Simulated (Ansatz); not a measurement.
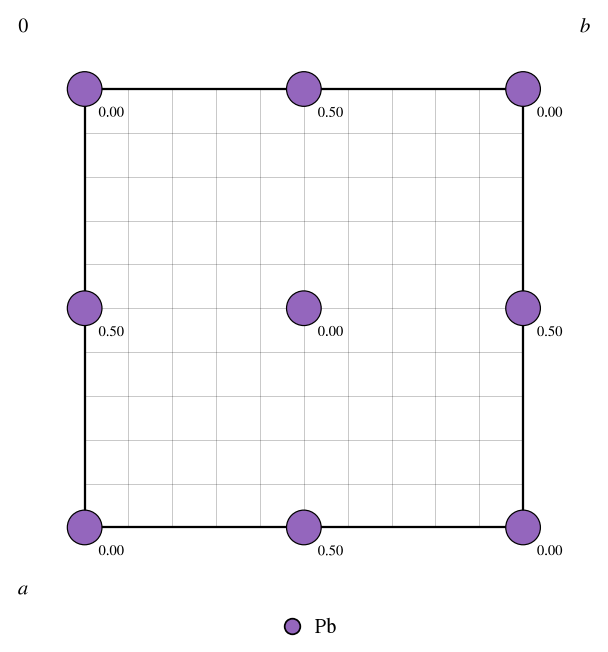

Plan of a unit cell projected along c (a down the page, b across); the numbers are heights as fractions of c, and atoms on the cell's edges are repeated. The grid marks tenths of a and b. Source: the input geometry of an electronic-structure calculation (not necessarily at equilibrium). Geometry calculated from the standardised cell; symmetry tolerance 0.002 Å.

a = 4.950 Å, b = 4.950 Å, c = 4.950 Å, α = 90.00°, β = 90.00°, γ = 90.00°.

What does the cell contain?

4 Pb: Pb, Z = 4.

Which space group?

Fm-3m, No. 225, face-centred cubic.

Give the fractional coordinates of all atoms, to two places.

```csv
atom,x,y,z
Pb,0.00,0.00,0.00
Pb,0.00,0.50,0.50
Pb,0.50,0.00,0.50
Pb,0.50,0.50,0.00
```
